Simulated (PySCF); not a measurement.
Run report: C2H8BGeN, geometry relaxation

The run: geometry relaxation of C2H8BGeN, SMILES C=CB[NH][GeH3]. Method and program: PBE0-D3(BJ)/def2-SVP geometry optimisation, gas phase (PySCF 2.14.0).

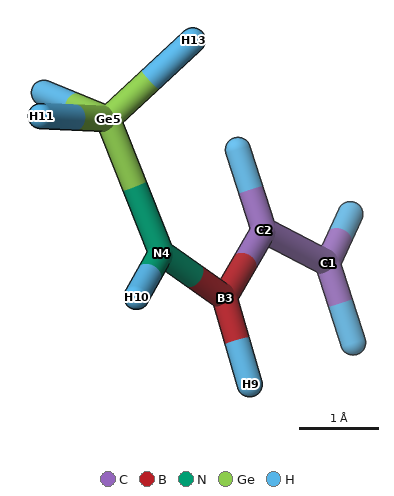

The structure as given in the input (stick view, seen at a tilt; atoms are numbered from 1 in the order of the input). Sticks mark near contacts.

### The input
```
{"job": {"xc": "PBE0", "basis": "def2-SVP", "d3": "d3bj", "grid": 1, "maxiter": 30, "shake": 0.01, "kind": "geom"}, "charge": 0, "multiplicity": 1}
C      2.522050     0.111130     0.545980
C      1.179950     0.084630     0.365910
B      0.443060    -0.292820    -0.963110
N     -0.903920    -0.275340    -0.981340
Ge    -2.145780     0.116810     0.327700
H      3.174330    -0.097760    -0.266040
H      2.976630     0.408980     1.477680
H      0.570590     0.347320     1.217510
H      1.054210    -0.575850    -1.906630
H     -1.375960    -0.529160    -1.844820
H     -3.499600    -0.018500    -0.292990
H     -1.945010     1.526660     0.835010
H     -2.044720    -0.822980     1.474820
```

The first line tells a small driver script what to run in PySCF; the rest is the geometry in Å.

Machine: 1 CPU thread, shared host.

Launched with:
```bash
OMP_NUM_THREADS=1 python <driver script> task.json out
```

### Output
```
step   0  E = -2236.80667836  max force = 0.056906
step   1  E = -2236.81512486  max force = 0.014577
step   2  E = -2236.81562284  max force = 0.004880
step   3  E = -2236.81567983  max force = 0.002000
step   4  E = -2236.81572240  max force = 0.001243
step   5  E = -2236.81574288  max force = 0.001176
step   6  E = -2236.81576086  max force = 0.000276
step   7  E = -2236.81577069  max force = 0.000425
optimisation converged
```

### Trajectory as extended XYZ (Å, eV, eV/Å), 8 frames, from step=0 to step=7
```
13
Properties=species:S:1:pos:R:3:forces:R:3 step=0 energy=-60866.60998
C     2.5221    0.1111    0.5460   -1.8593   0.2906   0.1011
C     1.1800    0.0846    0.3659    1.1378  -0.1977  -0.3952
B     0.4431   -0.2928   -0.9631    2.1079   0.4458   1.5999
N    -0.9039   -0.2753   -0.9813   -2.9262  -0.1972  -0.6673
Ge   -2.1458    0.1168    0.3277    0.4080   0.4105  -0.0618
H     3.1743   -0.0978   -0.2660    0.8308  -0.3601  -0.9347
H     2.9766    0.4090    1.4777    0.2549   0.0823   0.5511
H     0.5706    0.3473    1.2175   -0.3468   0.1870   0.7016
H     1.0542   -0.5758   -1.9066    0.6883  -0.3706  -1.2143
H    -1.3760   -0.5292   -1.8448    0.1565  -0.0076  -0.0779
H    -3.4996   -0.0185   -0.2930   -0.6742  -0.0700  -0.4539
H    -1.9450    1.5267    0.8350    0.0749   0.4740   0.1131
H    -2.0447   -0.8230    1.4748    0.1473  -0.6869   0.7382
13
Properties=species:S:1:pos:R:3:forces:R:3 step=1 energy=-60866.83982
C     2.5206    0.2807    0.4540    0.3751  -0.0971  -0.0716
C     1.1980    0.0834    0.4072   -0.3037   0.1594   0.1398
B     0.4509   -0.3502   -0.8872   -0.4793   0.0205  -0.1776
N    -0.9671   -0.3605   -0.9702    0.7496   0.0331   0.2403
Ge   -2.1766    0.0745    0.3630   -0.2134  -0.0822   0.0879
H     3.1607    0.0869   -0.4223   -0.1526   0.0338   0.1484
H     3.0364    0.6281    1.3590   -0.0372  -0.0022  -0.0751
H     0.6312    0.3175    1.3262    0.0831  -0.0837  -0.0909
H     1.0864   -0.6572   -1.8811   -0.0421   0.0058   0.0791
H    -1.3705   -0.6278   -1.8563   -0.1184  -0.0618  -0.1722
H    -3.5736   -0.0505   -0.2984    0.1668   0.0304   0.1264
H    -1.9370    1.5184    0.8586   -0.0150  -0.1267  -0.0439
H    -2.0524   -0.9195    1.5507   -0.0129   0.1705  -0.1905
13
Properties=species:S:1:pos:R:3:forces:R:3 step=2 energy=-60866.85337
C     2.5301    0.2620    0.4452    0.0164  -0.0352   0.0183
C     1.1974    0.1106    0.4331    0.0127   0.0537  -0.0455
B     0.4545   -0.3166   -0.8672   -0.2509  -0.0383   0.0182
N    -0.9524   -0.3493   -0.9571    0.1814  -0.0190  -0.0392
Ge   -2.1965    0.0688    0.3515   -0.0180  -0.0199   0.0095
H     3.1189    0.0472   -0.4546    0.0123   0.0273   0.0320
H     3.0885    0.5978    1.3262   -0.0041  -0.0151   0.0054
H     0.6495    0.3362    1.3610    0.0371   0.0001  -0.0229
H     1.0959   -0.6282   -1.8518    0.0161   0.0223   0.0154
H    -1.3458   -0.6325   -1.8483   -0.0209   0.0045   0.0101
H    -3.5769   -0.0857   -0.3096    0.0036   0.0028   0.0029
H    -1.9912    1.5130    0.8353    0.0069   0.0164  -0.0012
H    -2.0649   -0.8996    1.5398    0.0076   0.0005  -0.0031
13
Properties=species:S:1:pos:R:3:forces:R:3 step=3 energy=-60866.85492
C     2.5301    0.2558    0.4591   -0.1028  -0.0243  -0.0206
C     1.1950    0.1225    0.4093    0.0326   0.0205   0.0286
B     0.4407   -0.3079   -0.8852    0.0825  -0.0399  -0.0550
N    -0.9606   -0.3518   -0.9715   -0.0354  -0.0105  -0.0146
Ge   -2.1877    0.0677    0.3536    0.0098   0.0188  -0.0056
H     3.1501    0.0476   -0.4186    0.0163  -0.0089  -0.0534
H     3.0619    0.5769    1.3610   -0.0021  -0.0062   0.0231
H     0.6439    0.3459    1.3334   -0.0300   0.0295   0.0419
H     1.0813   -0.6205   -1.8686    0.0283   0.0137  -0.0244
H    -1.3637   -0.6426   -1.8573    0.0309   0.0202   0.0579
H    -3.5772   -0.0961   -0.2777   -0.0446  -0.0067  -0.0286
H    -1.9788    1.5151    0.8223    0.0042   0.0352   0.0052
H    -2.0280   -0.8888    1.5432    0.0102  -0.0413   0.0455
13
Properties=species:S:1:pos:R:3:forces:R:3 step=4 energy=-60866.85608
C     2.5168    0.2515    0.4614   -0.0113  -0.0004   0.0393
C     1.1821    0.1285    0.4069    0.0639  -0.0127  -0.0355
B     0.4454   -0.3071   -0.8957    0.0127   0.0145   0.0447
N    -0.9559   -0.3519   -0.9748   -0.0504  -0.0252  -0.0461
Ge   -2.1766    0.0681    0.3572    0.0052   0.0106  -0.0012
H     3.1402    0.0403   -0.4143   -0.0058  -0.0117  -0.0244
H     3.0464    0.5658    1.3674    0.0089   0.0046   0.0080
H     0.6242    0.3570    1.3266   -0.0078   0.0131   0.0088
H     1.0928   -0.6159   -1.8768    0.0011   0.0131  -0.0023
H    -1.3634   -0.6436   -1.8569   -0.0040   0.0042   0.0095
H    -3.5707   -0.0998   -0.2683   -0.0107  -0.0032  -0.0102
H    -1.9671    1.5188    0.8212   -0.0036   0.0030  -0.0015
H    -2.0072   -0.8880    1.5492    0.0017  -0.0099   0.0110
13
Properties=species:S:1:pos:R:3:forces:R:3 step=5 energy=-60866.85663
C     2.5310    0.2436    0.4545    0.0501  -0.0112   0.0011
C     1.1950    0.1386    0.4186   -0.0605  -0.0056   0.0001
B     0.4470   -0.2960   -0.8781   -0.0114   0.0065   0.0001
N    -0.9549   -0.3466   -0.9648    0.0037   0.0021   0.0357
Ge   -2.1955    0.0649    0.3522    0.0028  -0.0058   0.0106
H     3.1320    0.0173   -0.4342    0.0059   0.0053   0.0253
H     3.0813    0.5533    1.3504   -0.0021   0.0008  -0.0116
H     0.6481    0.3788    1.3432    0.0093   0.0030  -0.0181
H     1.0948   -0.6016   -1.8604   -0.0003   0.0076   0.0001
H    -1.3531   -0.6405   -1.8495   -0.0131  -0.0067  -0.0283
H    -3.5807   -0.1167   -0.2941    0.0224   0.0020   0.0110
H    -2.0050    1.5194    0.8166   -0.0040  -0.0183  -0.0046
H    -2.0329   -0.8907    1.5488   -0.0029   0.0201  -0.0213
13
Properties=species:S:1:pos:R:3:forces:R:3 step=6 energy=-60866.85712
C     2.5279    0.2393    0.4601    0.0064  -0.0073  -0.0018
C     1.1910    0.1426    0.4120   -0.0126  -0.0055   0.0040
B     0.4452   -0.2922   -0.8859    0.0142  -0.0044   0.0009
N    -0.9564   -0.3459   -0.9699   -0.0109  -0.0018   0.0118
Ge   -2.1897    0.0643    0.3539    0.0020  -0.0045   0.0007
H     3.1381    0.0062   -0.4202    0.0016   0.0039   0.0065
H     3.0706    0.5500    1.3600   -0.0008  -0.0036  -0.0025
H     0.6399    0.3882    1.3323    0.0009   0.0107  -0.0076
H     1.0937   -0.5970   -1.8680   -0.0021   0.0075  -0.0024
H    -1.3581   -0.6412   -1.8531   -0.0006   0.0018  -0.0069
H    -3.5775   -0.1216   -0.2829    0.0044  -0.0002   0.0026
H    -2.0005    1.5191    0.8148   -0.0020  -0.0026  -0.0005
H    -2.0173   -0.8881    1.5500   -0.0005   0.0060  -0.0048
13
Properties=species:S:1:pos:R:3:forces:R:3 step=7 energy=-60866.85739
C     2.5271    0.2296    0.4653   -0.0106  -0.0004   0.0021
C     1.1891    0.1521    0.4069    0.0110  -0.0047   0.0013
B     0.4448   -0.2841   -0.8913    0.0218  -0.0029   0.0044
N    -0.9567   -0.3426   -0.9727   -0.0179  -0.0035  -0.0040
Ge   -2.1878    0.0623    0.3546    0.0039  -0.0024  -0.0052
H     3.1429   -0.0163   -0.4073   -0.0029  -0.0020  -0.0042
H     3.0660    0.5375    1.3683    0.0013  -0.0013   0.0028
H     0.6356    0.4124    1.3214   -0.0029   0.0069  -0.0006
H     1.0939   -0.5867   -1.8736   -0.0046   0.0036  -0.0029
H    -1.3597   -0.6397   -1.8550    0.0050   0.0051   0.0021
H    -3.5761   -0.1343   -0.2766   -0.0044  -0.0013  -0.0017
H    -2.0074    1.5191    0.8115   -0.0008   0.0050   0.0014
H    -2.0047   -0.8855    1.5517    0.0012  -0.0020   0.0046
```

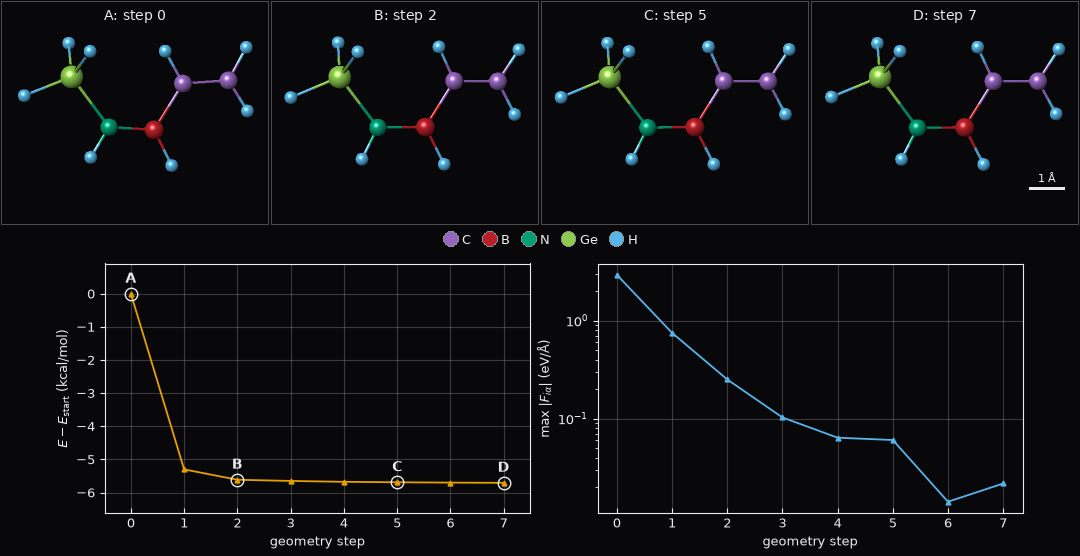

Frames of the relaxation (ball-and-stick view, seen at a tilt) above the curves, on which the letters mark them (steps are counted from 0).

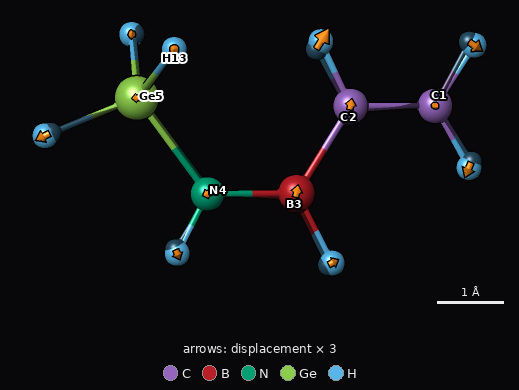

Start (faint) and end (solid) with the displacements as orange arrows, magnified 3 times (ball-and-stick view, seen at a tilt). The two geometries are laid on each other by the best rigid fit. H8 moves most after the best rigid fit: 0.14 Å. Largest moves by element: H 0.14 Å, B 0.07 Å, C 0.07 Å, N 0.05 Å, Ge 0.05 Å. Distances before and after: B3–N4 1.347 → 1.405 Å, B3–H9 1.159 → 1.216 Å, Ge5–H13 1.486 → 1.538 Å, Ge5–H11 1.495 → 1.538 Å. Among the angles that change: Ge5–N4–H10 110.1° → 115.0°, B3–N4–Ge5 131.7° → 127.7°, C1–C2–B3 125.7° → 121.9°. The energy falls by 5.71 kcal/mol in 7 geometry steps. The largest force component goes from 2.9 to 0.022 eV/Å. (Atoms are counted from 1 in the order of the input.)

### Key numbers

```csv
quantity,value
outcome,converged
total energy,−2236.815771 hartree
dipole moment,1.20 D
point group,C1
wall time,51 s
peak memory,0.54 GiB
```
